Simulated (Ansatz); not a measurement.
# Amorphous poly(p-phenylene) (as short chains C38H30): a series in density

How do energy, pressure, forces, levels, charges and cost follow the density?

Computed with Ansatz 0.2.0: Kohn-Sham DFT, PBE+D4, PAW (set soft_2). Every run is a single point, with the atoms held where the recipe put them (cutoff of the plane-wave runs 420 eV, fixed occupations).

First member: 3 poly(p-phenylene) chains of 6 units with methyl end groups placed at random, at 1.08 g/cm³; overlaps pushed apart, then 20 ps at 800 K with MMFF94 bonds, angles, torsions, charges and radii (Halgren, J. Comput. Chem. 17, 490 (1996)) in harmonic and 12-6 forms. Snapshot after 30 ps at 300 K and fixed volume.

Last member: 3 poly(p-phenylene) chains of 6 units with methyl end groups placed at random, at 1.44 g/cm³; overlaps pushed apart, then 20 ps at 800 K with MMFF94 bonds, angles, torsions, charges and radii (Halgren, J. Comput. Chem. 17, 490 (1996)) in harmonic and 12-6 forms. Snapshot after 30 ps at 300 K and fixed volume.

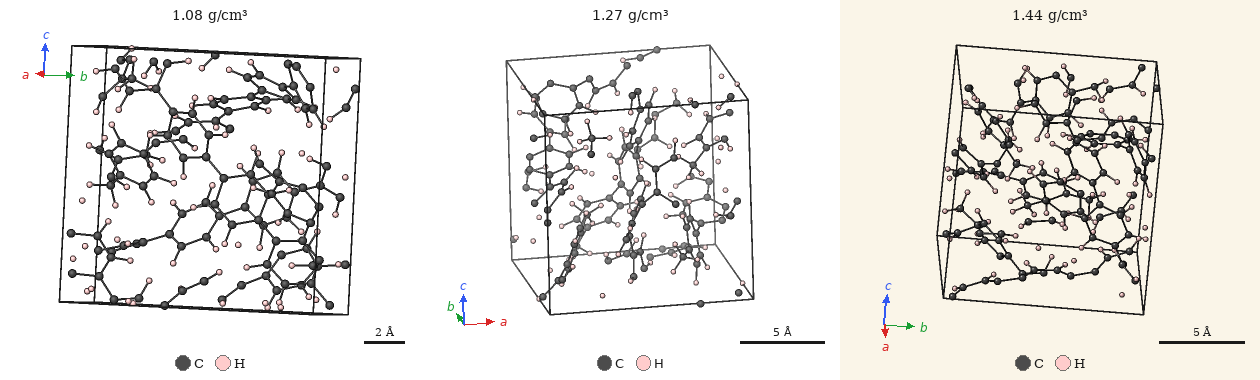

Three members of the series, labelled by density. Bonds to atoms that aren't drawn are left out. Some periodic images of atoms are drawn too.

The members:

```csv
density (g/cm³),reduced formula,atoms,valence electrons,k-mesh,basis,density (g/cm³)
1.08,H15C19,204,546,1×1×1,plane waves,1.08
1.14,H15C19,204,546,1×1×1,plane waves,1.14
1.2,H15C19,204,546,1×1×1,plane waves,1.2
1.272,H15C19,204,546,1×1×1,plane waves,1.27
1.344,H15C19,204,546,1×1×1,plane waves,1.34
1.44,H15C19,204,546,1×1×1,plane waves,1.44
```

Each cell is one sample from a classical run, so sample-to-sample scatter enters every column; pressures lack the kinetic term, and hold the strain of bonds inside molecules, whose lengths the classical model set.

The input of the first member, without its atom lines; other members have their own cell and atoms, and may differ in mesh, basis and outputs:

```yaml
crystal:
  lattice:
    - [13.09353, 0.0, 0.0]
    - [0.0, 13.09353, 0.0]
    - [0.0, 0.0, 13.09353]
  atoms:
    [... 204 lines ...]
kpoints:
  mp_grid: { grid: [1, 1, 1] }
hamiltonian:
  xc: pbe
  dispersion: d4
scf:
  occupations: { method: fixed }
output:
  forces: true
  stress: true
  populations: true
  dos:
    method: { smearing: { sigma: 0.15 } }
    de: 0.1
    projected: { site_lists: { C: [C], H: [H] } }
  eigenvalues: true
  write_density: true
  write_potential: true
  volumetric_format: npy
```

Q: What do these runs give, and what do they cost?

Results; charges are mean Löwdin charges in e:

```csv
density (g/cm³),energy less the first member's (meV/atom),pressure (GPa),r.m.s. force (eV/Å),gap (eV),q(H),q(C)
1.08,0.0,2.89,0.934,2.34,+0.19,-0.09
1.14,-1.1,2.81,0.994,2.49,+0.19,-0.09
1.2,5.3,5.12,1.03,2.77,+0.19,-0.09
1.272,5.4,4.73,0.938,2.39,+0.19,-0.09
1.344,11.2,5.43,0.960,2.41,+0.18,-0.09
1.44,23.0,7.79,1.02,2.45,+0.18,-0.09
```

The gap is that between the highest filled and lowest empty Kohn-Sham level on the run's k-points, and semilocal functionals tend to put gaps under measured ones. Atoms aren't relaxed at this level, so pressure against density here is no equation of state. The projection misses up to 0.032 e an atom, so the charges add up to more than the cell's charge. Löwdin charges hang on the projection basis and can even invert the polarity of covalent bonds.

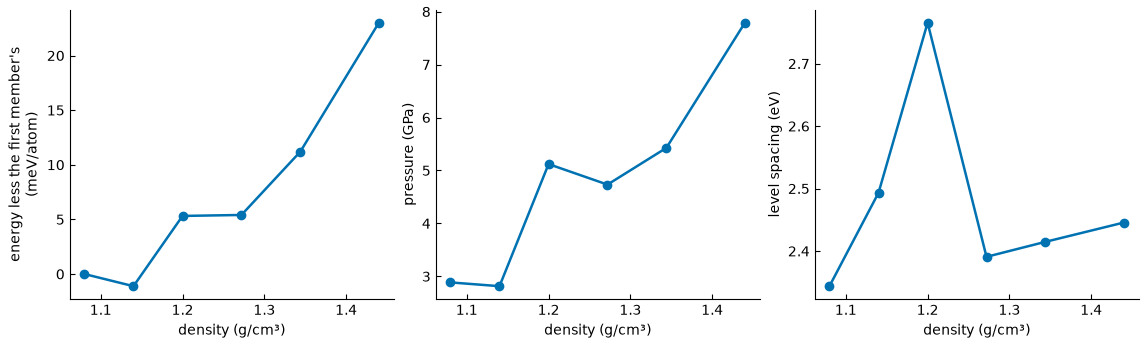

Results against density.

Cost on 8 threads of Arm Neoverse V2, shared host:

```csv
density (g/cm³),atoms,basis,k-mesh,SCF cycles,time,host memory (GiB)
1.08,204,plane waves,1×1×1,10,90 s,3.0
1.14,204,plane waves,1×1×1,10,31 s,2.9
1.2,204,plane waves,1×1×1,9,26 s,2.8
1.272,204,plane waves,1×1×1,9,26 s,2.7
1.344,204,plane waves,1×1×1,9,24 s,2.6
1.44,204,plane waves,1×1×1,9,23 s,2.3
```

Times include the outputs that each run asked for, on hosts shared with other jobs.

**Reading.** The energy against the first member is lowest at 1.14 g/cm³ (-1.1 meV/atom) and highest at 1.44 g/cm³ (23.0 meV/atom), rising overall but not at every step; each member is a single configuration. The gap is lowest at 1.08 g/cm³ (2.34 eV) and highest at 1.2 g/cm³ (2.77 eV), with no steady trend; in single samples it varies with the configuration. The pressure is lowest at 1.14 g/cm³ (2.8 GPa) and highest at 1.44 g/cm³ (7.8 GPa), rising overall but not at every step.

Caveats: The network of contacts between molecules at the start is that of the classical potential that made the cell, and needn't be the one that DFT or experiment would give. The cells aren't relaxed by DFT, which could reorder their energies.

[Logs are printed without paths, hosts, clocks, repeated set-up lines and the standing remarks that a program may print on its own settings, such as how far it seeks lower states.]

[Hosts, paths, dates, database ids (printed as entryN), source tags and the programs' standing remarks are cut or masked in the printed files.]

[The MMFF94 radii named for the starting cell were scaled by 0.96; in molecules described by MMFF94, hydrogen bound to N, O or S took a small fixed 12-6 site in their place.]
